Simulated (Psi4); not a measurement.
GaBr: frequency calculation (part 3 of 4)

Continued. System: GaBr, SMILES [Ga][Br]. Method: MP2/6-311G**, RHF (Psi4 1.11). The geometry was optimised with mp2/6-311G**.

Geometry of the input (Å):
```
Ga 0.0000  0.0000  0.0215
Br 0.0000  0.0000  2.3832
```

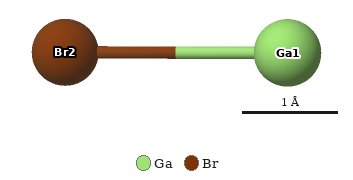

Figure 1. The input geometry (ball-and-stick view, seen at a tilt; atoms are numbered from 1 in the order of the input). Sticks mark near contacts.

### The program's output, continued
```
  SCF Guess: Superposition of Atomic Densities via on-the-fly atomic UHF (no occupation information).

   -------------------------
    Irrep   Nso     Nmo
   -------------------------
     A'        62      62
     A"        26      26
   -------------------------
    Total      88      88
   -------------------------

  ==> Iterations <==

                           Total Energy        Delta E     RMS |[F,P]|

   @DF-RHF iter SAD: -4489.22008579178782   -4.48922e+03   0.00000e+00
   @DF-RHF iter   1: -4493.93355120594788   -4.71347e+00   5.23895e-02 DIIS/ADIIS
   @DF-RHF iter   2: -4493.89992006745251    3.36311e-02   5.67211e-02 DIIS/ADIIS
   @DF-RHF iter   3: -4495.63759339882108   -1.73767e+00   4.64884e-03 DIIS/ADIIS
   @DF-RHF iter   4: -4495.64901771466884   -1.14243e-02   1.31634e-03 DIIS/ADIIS
   @DF-RHF iter   5: -4495.65024642393928   -1.22871e-03   1.19911e-04 DIIS/ADIIS
   @DF-RHF iter   6: -4495.65029240374224   -4.59798e-05   3.56771e-05 DIIS
   @DF-RHF iter   7: -4495.65029593258805   -3.52885e-06   7.97021e-06 DIIS
   @DF-RHF iter   8: -4495.65029612409216   -1.91504e-07   2.03362e-06 DIIS
   @DF-RHF iter   9: -4495.65029614118521   -1.70930e-08   3.68311e-07 DIIS
   @DF-RHF iter  10: -4495.65029614234481   -1.15961e-09   1.29856e-07 DIIS
   @DF-RHF iter  11: -4495.65029614249943   -1.54614e-10   3.65370e-08 DIIS
   @DF-RHF iter  12: -4495.65029614251307   -1.36424e-11   4.17896e-09 DIIS
   @DF-RHF iter  13: -4495.65029614251216    9.09495e-13   5.93184e-10 DIIS
   @DF-RHF iter  14: -4495.65029614251216    0.00000e+00   1.10082e-10 DIIS
   @DF-RHF iter  15: -4495.65029614251125    9.09495e-13   1.44757e-11 DIIS
  Energy and wave function converged.

  ==> Post-Iterations <==

    Final Occupation by Irrep:
             Ap   App
    DOCC [    24,    9 ]
    NA   [    24,    9 ]
    NB   [    24,    9 ]

  @DF-RHF Final Energy: -4495.65029614251125

   => Energetics <=

    Nuclear Repulsion Energy =            243.1172061979596606
    One-Electron Energy =               -6753.9561505268975452
    Two-Electron Energy =                2015.1886481864266898
    Total Energy =                      -4495.6502961425112517

Computation Completed

Properties will be evaluated at   0.000000,   0.000000,   0.000000 [a0]

Properties computed using the SCF density matrix

 Multipole Moments:

 ------------------------------------------------------------------------------------
     Multipole            Electronic (a.u.)      Nuclear  (a.u.)        Total (a.u.)
 ------------------------------------------------------------------------------------

 L = 1.  Multiply by 2.5417464519 to convert [e a0] to [Debye]
 Dipole X            :         -0.0000013           -0.0001900           -0.0001913
 Dipole Y            :          0.0000000            0.0000000            0.0000000
 Dipole Z            :         -0.0069050           -1.0285513           -1.0354563
 Magnitude           :                                                    1.0354563

 ------------------------------------------------------------------------------------

	total time  =          0 seconds =       0.00 minutes

  //>>>>>>>>>>>>>>>>>>>>>>>>>>>>>>>>>>>//
  //               DFMP2               //
  //<<<<<<<<<<<<<<<<<<<<<<<<<<<<<<<<<<<//

  ==> Geometry <==

    Molecular point group: cs
    Full point group: C_inf_v

    Geometry (in Bohr), charge = 0, multiplicity = 1:

       Center              X                  Y                   Z               Mass
    ------------   -----------------  -----------------  -----------------  -----------------
         GA          -0.000440014565     0.000000000000    -2.382256495570    68.925573500000
         BR           0.000384299229     0.000000000000     2.080611429165    78.918337600000

  Nuclear repulsion =  243.117206197959661
  Reference energy  = -4495.650296142511252

   => Auxiliary Basis Set <=

  Basis Set: (6-311G** AUX)
    Blend: CC-PVTZ-JKFIT
    Number of shells: 102
    Number of basis functions: 414
    Number of Cartesian functions: 538
    Spherical Harmonics?: true
    Max angular momentum: 4

	-----------------------------------------------------------
	 ==================> DF-MP2 Energies <====================
	-----------------------------------------------------------
	 Reference Energy          =   -4495.6502961425112517 [Eh]
	 Singles Energy            =      -0.0000000000000000 [Eh]
	 Same-Spin Energy          =      -0.1597296350184335 [Eh]
	 Opposite-Spin Energy      =      -0.3221047825871591 [Eh]
	 Correlation Energy        =      -0.4818344176055925 [Eh]
	 Total Energy              =   -4496.1321305601168206 [Eh]
	-----------------------------------------------------------
	 ================> DF-SCS-MP2 Energies <==================
	-----------------------------------------------------------
	 SCS Same-Spin Scale       =       0.3333333333333333 [-]
	 SCS Opposite-Spin Scale   =       1.2000000000000000 [-]
	 SCS Same-Spin Energy      =      -0.0532432116728112 [Eh]
	 SCS Opposite-Spin Energy  =      -0.3865257391045909 [Eh]
	 SCS Correlation Energy    =      -0.4397689507774020 [Eh]
	 SCS Total Energy          =   -4496.0900650932890130 [Eh]
	-----------------------------------------------------------

  -Total Gradient:
     Atom            X                  Y                   Z
    ------   -----------------  -----------------  -----------------
       1       -0.000000001836     0.000000000000    -0.000009938249
       2        0.000000001836     0.000000000000     0.000009938271

	total time  =          2 seconds =       0.03 minutes

    Psi4 run time: 0:00:01.94

    -----------------------------------------------------------------------
                               Psi4 1.11 release

    h
    h
    h

    -----------------------------------------------------------------------

    Memory:     1.5 GiB
    Threads:    1
                ecpint, einsums, f̶o̶r̶t̶e̶, gauxc, gcp, g̶d̶m̶a̶, geometric, g̶p̶u̶_̶d̶f̶c̶c̶,
                i̶n̶t̶e̶g̶r̶a̶t̶o̶r̶x̶x̶, i̶p̶i̶, libefp, m̶d̶i̶, m̶p̶2̶d̶, m̶r̶c̶c̶, ooo,
                o̶p̶e̶n̶f̶e̶r̶m̶i̶o̶n̶p̶s̶i̶4̶, pcmsolver, p̶s̶i̶4̶f̶o̶c̶k̶c̶i̶, p̶s̶i̶x̶a̶s̶,
                p̶y̶e̶i̶n̶s̶u̶m̶s̶, r̶e̶s̶p̶, s̶i̶m̶i̶n̶t̶, s̶n̶s̶m̶p̶2̶,
                v̶2̶r̶d̶m̶_̶c̶a̶s̶s̶c̶f̶

gradient() will perform analytic gradient computation.
    SCF Algorithm Type (re)set to DF.

  ==> Geometry <==

    Molecular point group: cs
    Full point group: C_inf_v

    Geometry (in Bohr), charge = 0, multiplicity = 1:

       Center              X                  Y                   Z               Mass
    ------------   -----------------  -----------------  -----------------  -----------------
         GA           0.000000000000    -0.000440014565    -2.382256495570    68.925573500000
         BR           0.000000000000     0.000384299229     2.080611429165    78.918337600000

  Running in cs symmetry.

  Rotational constants: A = ************  B =      0.08215  C =      0.08215 [cm^-1]
  Rotational constants: A = ************  B =   2462.81606  C =   2462.81606 [MHz]
  Nuclear repulsion =  243.117206197959661

  Charge       = 0
  Multiplicity = 1
  Electrons    = 66
  Nalpha       = 33
  Nbeta        = 33

  ==> Iterations <==

                           Total Energy        Delta E     RMS |[F,P]|

   @DF-RHF iter SAD: -4489.22008589816051   -4.48922e+03   0.00000e+00
   @DF-RHF iter   1: -4493.93355128735857   -4.71347e+00   5.23895e-02 DIIS/ADIIS
   @DF-RHF iter   2: -4493.89992019382407    3.36311e-02   5.67211e-02 DIIS/ADIIS
   @DF-RHF iter   3: -4495.63759340172419   -1.73767e+00   4.64883e-03 DIIS/ADIIS
   @DF-RHF iter   4: -4495.64901771496807   -1.14243e-02   1.31634e-03 DIIS/ADIIS
   @DF-RHF iter   5: -4495.65024642384014   -1.22871e-03   1.19911e-04 DIIS/ADIIS
   @DF-RHF iter   6: -4495.65029240365493   -4.59798e-05   3.56771e-05 DIIS
   @DF-RHF iter   7: -4495.65029593251347   -3.52886e-06   7.97022e-06 DIIS
   @DF-RHF iter   8: -4495.65029612401486   -1.91501e-07   2.03364e-06 DIIS
   @DF-RHF iter   9: -4495.65029614110972   -1.70949e-08   3.68317e-07 DIIS
   @DF-RHF iter  10: -4495.65029614227115   -1.16142e-09   1.29859e-07 DIIS
   @DF-RHF iter  11: -4495.65029614242485   -1.53705e-10   3.65372e-08 DIIS
   @DF-RHF iter  12: -4495.65029614243940   -1.45519e-11   4.17895e-09 DIIS
   @DF-RHF iter  13: -4495.65029614244031   -9.09495e-13   5.93182e-10 DIIS
   @DF-RHF iter  14: -4495.65029614243667    3.63798e-12   1.10081e-10 DIIS
   @DF-RHF iter  15: -4495.65029614243758   -9.09495e-13   1.44741e-11 DIIS
  Energy and wave function converged.

  ==> Post-Iterations <==

    Orbital Energies [Eh]
    ---------------------

    Doubly Occupied:

       1Ap  -489.992149     2Ap  -378.851191     3Ap   -65.127068
       4Ap   -58.486238     5Ap   -58.485860     1App  -58.485860
       6Ap   -48.200903     7Ap   -42.527804     2App  -42.527804
       8Ap   -42.526860     9Ap    -9.807684    10Ap    -7.417989
      11Ap    -7.415065     3App   -7.415065    12Ap    -6.427996
      13Ap    -4.517662     4App   -4.517662    14Ap    -4.514873
      15Ap    -3.155916     5App   -3.154693    16Ap    -3.154693
       6App   -3.151922    17Ap    -3.151922    18Ap    -1.224930
       7App   -1.224930    19Ap    -1.223886     8App   -1.221252
      20Ap    -1.221252    21Ap    -0.976281    22Ap    -0.522511
       9App   -0.407917    23Ap    -0.407917    24Ap    -0.343675

    Virtual:

      25Ap     0.022916    10App    0.022916    26Ap     0.085276
      11App    0.172621    27Ap     0.172621    28Ap     0.225655
      29Ap     0.246900    30Ap     0.382594    31Ap     0.411933
      12App    0.411933    13App    0.427971    32Ap     0.427971
      33Ap     0.473612    14App    0.473612    34Ap     0.639325
      35Ap     0.716671    15App    0.799949    36Ap     0.799949
      37Ap     0.855151    38Ap     0.873085    16App    0.873085
      39Ap     0.988822    17App    0.988822    40Ap     1.192949
      41Ap     2.168708    42Ap     2.210382    18App    2.210382
      43Ap     2.233320    19App    2.233320    44Ap     2.289234
      20App    2.289234    45Ap     2.457549    46Ap     4.157972
      21App    4.157972    47Ap     4.235491    48Ap     4.713192
      22App    4.713192    23App    4.770399    49Ap     4.770399
      50Ap     4.851816    51Ap     5.343665    52Ap     7.102354
      53Ap     8.152982    24App    8.152982    54Ap     8.242931
      55Ap    41.662166    56Ap    49.399277    57Ap   210.866612
      25App  210.866612    58Ap   210.948416    59Ap   293.847780
      26App  293.847780    60Ap   293.939721    61Ap   792.950734
      62Ap  1028.312922

    Final Occupation by Irrep:
             Ap   App
    DOCC [    24,    9 ]
    NA   [    24,    9 ]
    NB   [    24,    9 ]

  @DF-RHF Final Energy: -4495.65029614243758

   => Energetics <=

    Nuclear Repulsion Energy =            243.1172061979596606
    One-Electron Energy =               -6753.9561505268375186
    Two-Electron Energy =                2015.1886481864398775
    Total Energy =                      -4495.6502961424375826

Computation Completed

Properties will be evaluated at   0.000000,   0.000000,   0.000000 [a0]

Properties computed using the SCF density matrix

 Multipole Moments:

 ------------------------------------------------------------------------------------
     Multipole            Electronic (a.u.)      Nuclear  (a.u.)        Total (a.u.)
 ------------------------------------------------------------------------------------

 L = 1.  Multiply by 2.5417464519 to convert [e a0] to [Debye]
 Dipole X            :          0.0000000            0.0000000            0.0000000
 Dipole Y            :         -0.0000013           -0.0001900           -0.0001913
 Dipole Z            :         -0.0069050           -1.0285513           -1.0354563
 Magnitude           :                                                    1.0354563

 ------------------------------------------------------------------------------------

	total time  =          0 seconds =       0.00 minutes

  //>>>>>>>>>>>>>>>>>>>>>>>>>>>>>>>>>>>//
  //               DFMP2               //
  //<<<<<<<<<<<<<<<<<<<<<<<<<<<<<<<<<<<//

  ==> Geometry <==

    Molecular point group: cs
    Full point group: C_inf_v

    Geometry (in Bohr), charge = 0, multiplicity = 1:

       Center              X                  Y                   Z               Mass
    ------------   -----------------  -----------------  -----------------  -----------------
         GA           0.000000000000    -0.000440014565    -2.382256495570    68.925573500000
         BR           0.000000000000     0.000384299229     2.080611429165    78.918337600000

  Nuclear repulsion =  243.117206197959661
  Reference energy  = -4495.650296142437583

   => Auxiliary Basis Set <=

  Basis Set: (6-311G** AUX)
    Blend: CC-PVTZ-JKFIT
    Number of shells: 102
    Number of basis functions: 414
    Number of Cartesian functions: 538
    Spherical Harmonics?: true
    Max angular momentum: 4

	-----------------------------------------------------------
	 ==================> DF-MP2 Energies <====================
	-----------------------------------------------------------
	 Reference Energy          =   -4495.6502961424375826 [Eh]
	 Singles Energy            =      -0.0000000000000000 [Eh]
	 Same-Spin Energy          =      -0.1597296350184174 [Eh]
	 Opposite-Spin Energy      =      -0.3221047825871499 [Eh]
	 Correlation Energy        =      -0.4818344176055673 [Eh]
	 Total Energy              =   -4496.1321305600431515 [Eh]
	-----------------------------------------------------------
	 ================> DF-SCS-MP2 Energies <==================
	-----------------------------------------------------------
	 SCS Same-Spin Scale       =       0.3333333333333333 [-]
	 SCS Opposite-Spin Scale   =       1.2000000000000000 [-]
	 SCS Same-Spin Energy      =      -0.0532432116728058 [Eh]
	 SCS Opposite-Spin Energy  =      -0.3865257391045799 [Eh]
	 SCS Correlation Energy    =      -0.4397689507773857 [Eh]
	 SCS Total Energy          =   -4496.0900650932153439 [Eh]
	-----------------------------------------------------------

  -Total Gradient:
     Atom            X                  Y                   Z
    ------   -----------------  -----------------  -----------------
       1        0.000000000000    -0.000000001836    -0.000009938512
       2        0.000000000000     0.000000001836     0.000009938534

	total time  =          2 seconds =       0.03 minutes

    Psi4 run time: 0:00:01.88

  //>>>>>>>>>>>>>>>>>>>>>>>>>>>>>>>>>>>//
  //      FiniteDifference Results     //
  //<<<<<<<<<<<<<<<<<<<<<<<<<<<<<<<<<<<//

  Computing second-derivative from gradients using projected,
  symmetry-adapted, cartesian coordinates.

  5 gradients passed in, including the reference geometry.
  Generating complete list of displacements from unique ones.

    Operation 2 takes plus displacements of irrep B1 to minus ones.
    Operation 2 takes plus displacements of irrep B2 to minus ones.

-------------------------------------------------------------

  ==> Harmonic Vibrational Analysis <==

  non-mass-weighted Hessian:       Symmetric? True   Hermitian? True   Lin Dep Dim?  3 (0)
  projection of translations (True) and rotations (True) removed 5 degrees of freedom (5)
  total projector:                 Symmetric? True   Hermitian? True   Lin Dep Dim?  5 (5)
  mass-weighted Hessian:           Symmetric? True   Hermitian? True   Lin Dep Dim?  3 (0)
  pre-proj  low-frequency mode:    0.0000i [cm^-1]
  pre-proj  low-frequency mode:    0.0000  [cm^-1]
  pre-proj  low-frequency mode:    0.0000  [cm^-1]
  pre-proj  low-frequency mode:    1.2647  [cm^-1]
  pre-proj  low-frequency mode:    1.2647  [cm^-1]
  pre-proj  all modes:['0.0000i' '0.0000' '0.0000' '1.2647' '1.2647' '271.3235']
  projected mass-weighted Hessian: Symmetric? True   Hermitian? True   Lin Dep Dim?  5 (5)
  post-proj low-frequency mode:    0.0000i [cm^-1] (TR)
  post-proj low-frequency mode:    0.0000  [cm^-1] (TR)
  post-proj low-frequency mode:    0.0000  [cm^-1] (TR)
  post-proj low-frequency mode:    0.0000  [cm^-1] (TR)
  post-proj low-frequency mode:    0.0000  [cm^-1] (TR)
  post-proj  all modes:['0.0000i' '0.0000' '0.0000' '0.0000' '0.0000' '271.3235']
```
